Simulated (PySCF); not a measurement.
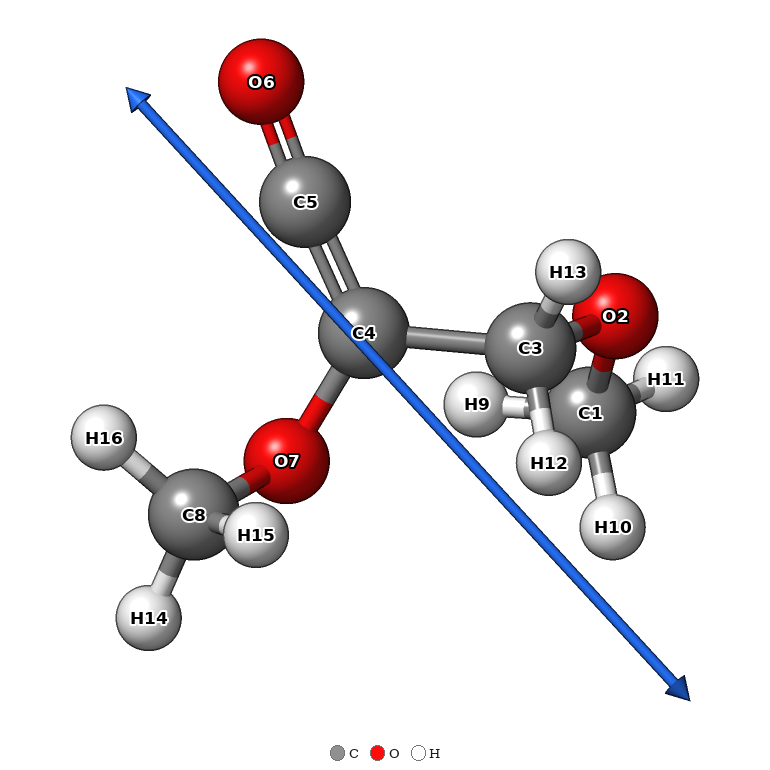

The double arrow shows the direction of the transition dipole to excited singlet state 5 (its length means nothing). Computed geometry: GFN2-xTB optimisation. No frequency run is at hand to confirm it as a minimum. Properties computed with TDDFT PBE0/def2-SVPD, vertical, gas phase, core orbitals frozen in the response (PySCF 2.14.0).

Question. Give its energy, strength and character.

Answer. 6.69 eV (185 nm), oscillator strength 0.051, of mixed character, with the largest part HOMO → LUMO+2 (weight 0.49); transition dipole 1.42 D.
